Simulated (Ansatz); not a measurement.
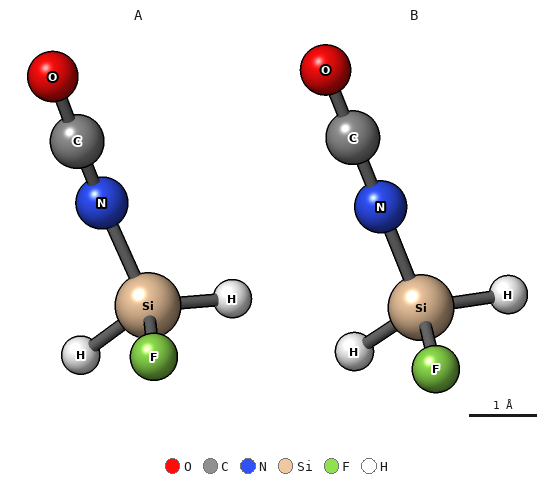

Two geometries of CH2FNOSi (coarse preliminary run), drawn at one scale. One is the start of a relaxation, the other its converged end. The picture is a ball-and-stick view, seen from a free direction.

The calculation used Ansatz, RKS PBE-D4/def2-SVP. (force threshold 0.03 eV/Å; at most 200 steps)

**Which geometry has the lower energy?**

Structure B is the relaxed one. The start comes from a force field. The atom that moves furthest after the best rigid fit is the F atom (0.22 Å). Largest moves by element: F 0.22 Å, O 0.18 Å, N 0.17 Å, Si 0.07 Å, H 0.06 Å, C 0.06 Å. Among the contacts that change: H–Si 1.434 → 1.495 Å, C–N 1.159 → 1.211 Å, N–Si 1.746 → 1.718 Å, H–Si 1.521 → 1.495 Å. Among the angles between lasting bonds that change: C–N–Si 162.5° → 175.6°, N–Si–F 104.7° → 108.9°, F–Si–H 112.3° → 108.4°. After 7 geometry steps the energy has fallen by 5.81 kcal/mol. Largest force component: 6.5 eV/Å at the start, 0.006 eV/Å at the end. The run took about 19 core-seconds on a shared host.
